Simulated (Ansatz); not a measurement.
# InH2(OH) (InH3O): geometry, orbitals and charge

What does InH2(OH) (InH3O) look like as a singlet, and where do its frontier electrons sit?

The runs use Ansatz 0.2.0, Gaussian basis; RKS PBE0-D4/def2-TZVP.

Plan: relaxation at PBE-D4/def2-TZVP; a single point at PBE0-D4/def2-TZVP.

## (1) The system as given

5 atoms, charge 0, spin multiplicity 1.

Atoms are counted from 1 here; the program's logs count them from 0.

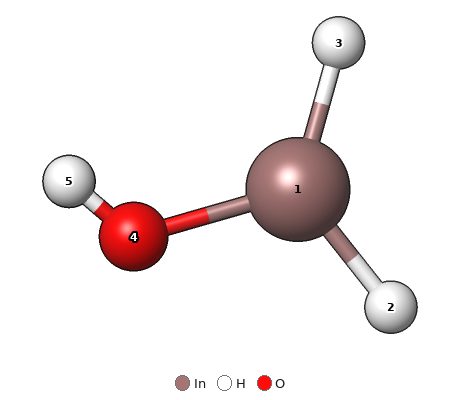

As it starts; indium brown, hydrogen white, oxygen red; atoms are numbered from 1 in the order of the file.

In takes a core potential in the def2 sets. No spin-orbit coupling is included.

The start is a GFN2-xTB geometry.

## (2) Optimising with PBE-D4/def2-TZVP

The input, in.yaml:

```yaml
crystal:
  periodic: [false, false, false]
  atoms:
    - {symbol: In, position_ang: [0.340170, 0.465720, -0.104120]}
    - {symbol: H, position_ang: [2.012910, 0.451630, -0.310070]}
    - {symbol: H, position_ang: [-0.660060, 1.845200, -0.135400]}
    - {symbol: O, position_ang: [-0.382610, -1.293370, 0.200710]}
    - {symbol: H, position_ang: [-1.310410, -1.469180, 0.348880]}
basis:
  gaussian: {orbitals: def2-TZVP}
hamiltonian: {xc: pbe, dispersion: d4}
scf: {omitted_lower_state_checks: [starts]}
output: {orbitals: {seedname: orbitals}}
relax: {f_tol: 0.02, max_steps: 100}
```

Run with:

```sh
$ ansatz run in.yaml --threads 4 --pin off --events-out ev --progress --plain --max-ram 3916MiB
```

Output (excerpt; [...] marks lines left out):

```text
Functional definition: PBE
  name "PBE"
  cite "Perdew, Burke & Ernzerhof, Phys. Rev. Lett. 77, 3865 (1996) doi:10.1103/PhysRevLett.77.3865"
  parent pbe
[...]
671 factors; their error is unknown
[...]
mean field -7268.11802166 eV, -267.0984107886 hartree, gradient 2.0e-5 eV, S^2 0.000000; 0 other end points of the search recorded, 0 dependent functions left out
[...]
reference -7268.11807741 eV, -267.0984128373 hartree; 16, 16 occupied and 83, 83 virtual orbitals, 671 factors
relax step   1: F+E_penalty+E_count = -7268.17426690 eV  Δ(F+E_penalty+E_count) = +0.000e0 eV  max|allowed force component| = 1.615e0 eV/Å  Δτ_max = 0.0000 Å  (26 SCF iters, accepted)
[...]
relax step   4: F+E_penalty+E_count = -7268.30577146 eV  Δ(F+E_penalty+E_count) = -5.088e-3 eV  max|allowed force component| = 1.231e-1 eV/Å  Δτ_max = 0.0457 Å  (28 SCF iters, accepted)
[...]
relax step   5: F+E_penalty+E_count = -7268.30685626 eV  Δ(F+E_penalty+E_count) = -1.085e-3 eV  max|allowed force component| = 1.036e-2 eV/Å  Δτ_max = 0.0149 Å  (28 SCF iters, accepted)
[...]
671 factors; their error is unknown
mean field -7268.25141853 eV, -267.1033130331 hartree, gradient 6.4e-5 eV, S^2 0.000000; 0 other end points of the search recorded, 0 dependent functions left out
[...]
reference -7268.25147351 eV, -267.1033150538 hartree; 16, 16 occupied and 83, 83 virtual orbitals, 671 factors
Total energy: -7268.30691125 eV, -267.1053523531 hartree
Atom 0 at     0.388639     0.493067    -0.109106 Å, force     0.010356     0.002031    -0.001514 eV/Å
Atom 1 at     2.090418     0.419948    -0.319170 Å, force    -0.008311    -0.005295     0.001597 eV/Å
Atom 2 at    -0.782475     1.761153    -0.110323 Å, force    -0.005403    -0.003468     0.001137 eV/Å
Atom 3 at    -0.366180    -1.352389     0.208915 Å, force    -0.003431     0.004446     0.000164 eV/Å
Atom 4 at    -1.330401    -1.321779     0.329684 Å, force     0.006789     0.002285    -0.001383 eV/Å
Dipole moment:    -0.125036     0.354864    -0.026297 e Å
Checks for a lower state left out: starts
```

Wall time 2.8 s (4 threads of Arm Neoverse V2, shared host).

The steps of the relaxation:

```csv
step,energy from step 1 (eV),largest force component (eV/Å)
1,0.0000,1.6148
2,-0.1000,0.6498
3,-0.1264,0.1440
4,-0.1315,0.1231
5,-0.1326,0.0104
```

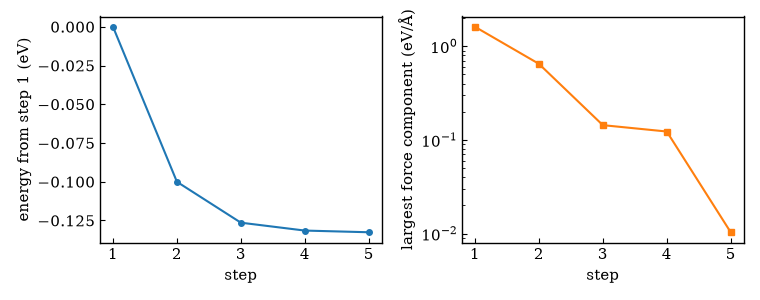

Energy and force, step by step.

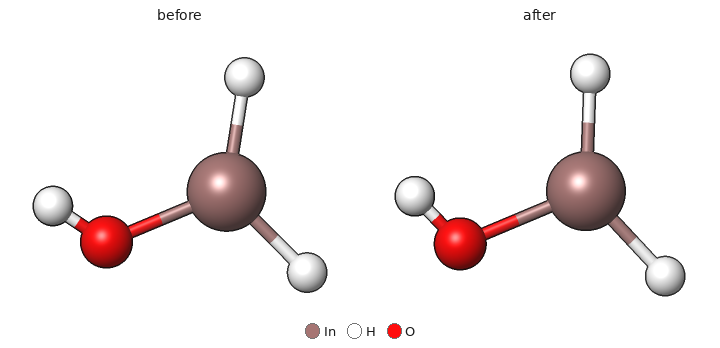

Before and after, at one scale.

Distances of close pairs at the start and the end, largest changes first:

```csv
bond,before (Å),after (Å),change (Å)
In1–O4,1.926,2.019,+0.093
In1–H2,1.685,1.716,+0.031
In1–H3,1.704,1.726,+0.022
O4–H5,0.956,0.972,+0.016
```

Bonds by kind at the end (by distance):

```csv
bond,count,shortest (Å),longest (Å)
In–O,1,2.019,2.019
H–In,2,1.716,1.726
H–O,1,0.972,0.972
```

## (3) Single point, PBE0-D4/def2-TZVP

start.molden holds the orbitals of an earlier run on this state, given as this run's starting guess.

The input, in.yaml:

```yaml
crystal:
  periodic: [false, false, false]
  atoms:
    - {symbol: In, position_ang: [0.388639, 0.493067, -0.109106]}
    - {symbol: H, position_ang: [2.090418, 0.419948, -0.319170]}
    - {symbol: H, position_ang: [-0.782475, 1.761153, -0.110323]}
    - {symbol: O, position_ang: [-0.366180, -1.352389, 0.208915]}
    - {symbol: H, position_ang: [-1.330401, -1.321779, 0.329684]}
basis:
  gaussian: {orbitals: def2-TZVP, initial_orbitals: start.molden}
hamiltonian: {xc: pbe0, dispersion: d4}
output: {orbitals: {seedname: orbitals}}
```

Launched as before.

Output:

```text
Functional definition: PBE0
  name "PBE0"
  cite "Adamo & Barone, J. Chem. Phys. 110, 6158 (1999) doi:10.1063/1.478522"
  cite "Perdew, Burke & Ernzerhof, Phys. Rev. Lett. 77, 3865 (1996) doi:10.1103/PhysRevLett.77.3865"
  parent pbe
  parameter a = 0.25
  parameter kappa = 0.804
  parameter beta = 0.06672455060314922
  exchange = (1 - a)*pbe_x(kappa = kappa, mu = beta*pi^2/3) + a*exact_x
  correlation = pbe_c(beta = beta)
764 factors; their error is unknown
mean field evaluation 1: about -7268.0373 eV, gradient 6.8e0 eV
mean field evaluation 2: about -7268.1251 eV, gradient 1.5e-1 eV
mean field evaluation 4: about -7268.1750 eV, gradient 1.3e-3 eV
mean field evaluation 8: about -7261.7153 eV, gradient 6.1e1 eV
mean field evaluation 16: about -7268.1750 eV, gradient 1.4e-2 eV
mean field -7268.17495783 eV, -267.1005031543 hartree, gradient 1.5e-5 eV, S^2 0.000000; 1 other end points of the search recorded, 0 dependent functions left out
reference -7268.17499667 eV, -267.1005045817 hartree; 16, 16 occupied and 83, 83 virtual orbitals, 764 factors
Total energy: -7268.22138401 eV, -267.1022092849 hartree
```

Run time: 0.65 s. Hardware: 4 threads of Arm Neoverse V2, shared host.

From the report: HOMO -8.18 eV, LUMO -1.52 eV.

Mulliken charges, from this run's orbitals:

```csv
atom,value (e)
In1,0.55
H2,-0.08
H3,-0.09
O4,-0.69
H5,0.30
```

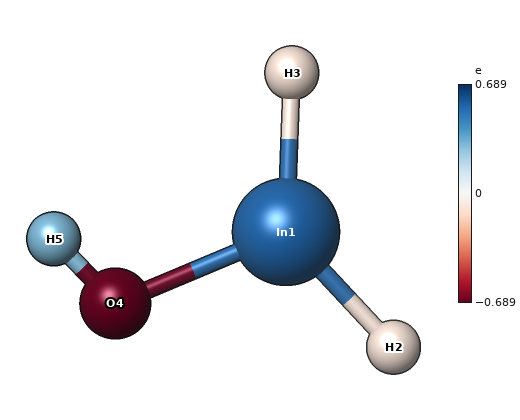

Mulliken charges, from this run's orbitals, as colours on the atoms.

Largest Mayer bond orders: In1–O4 0.95; In1–H2 0.93; In1–H3 0.91; O4–H5 0.90.

Orbitals, density, ELF and potential are computed afterwards from the orbital file.

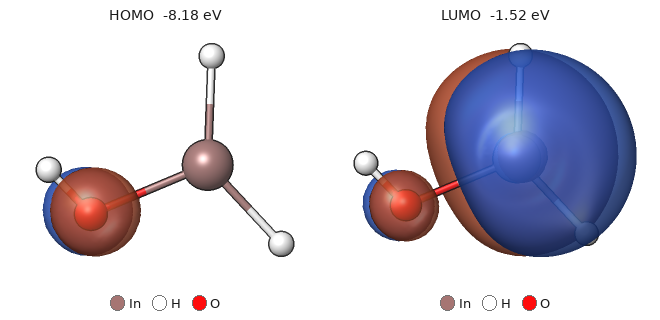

Frontier orbitals at PBE0-D4/def2-TZVP; each surface holds 70 % of the orbital's density, blue and red mark the sign.

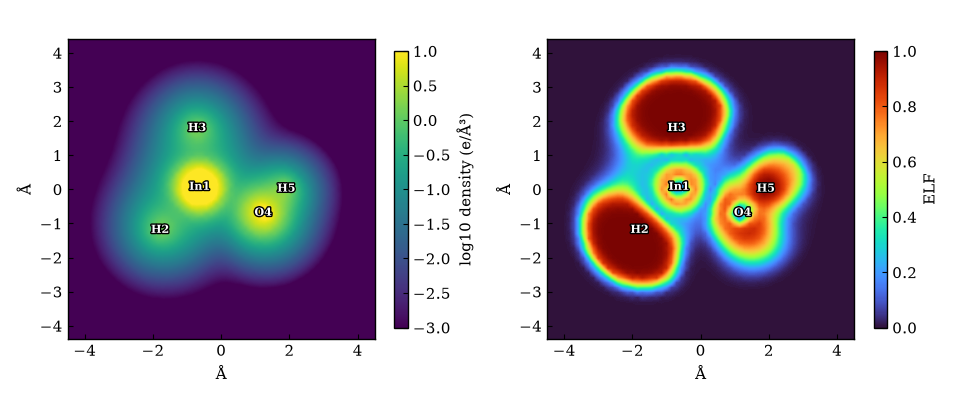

Density (left) and ELF (right) in a plane through or near 5 of the atoms.

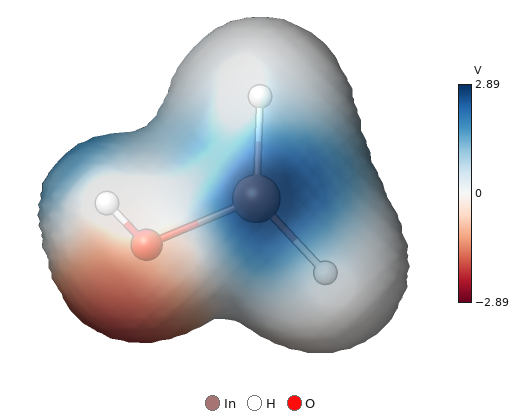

Electrostatic potential on the surface of density 0.002 e/bohr³; red is low, blue high. It runs from -1.96 V near O4 to 2.89 V near In1.

## (4) What came out

| quantity | value |
| --- | --- |
| point group | Cs |
| commonest bond, hydrogen aside | In–O, 1 of mean length 2.019 Å |
| HOMO, LUMO at PBE0-D4/def2-TZVP | -8.18, -1.52 eV |
| dipole at PBE-D4/def2-TZVP | 1.81 D |

**Reading.** The molecule keeps its bonding pattern by the stored test; the atoms moved 0.11 Å (rms), and the angle In1–O4–H5 went from 124° to 111°. No usable vibrations, so a minimum isn't proven. The HOMO lies nearest to O4 86 %; H5 9 % and the LUMO to In1 52 %; H2, H3 about 18 % each.
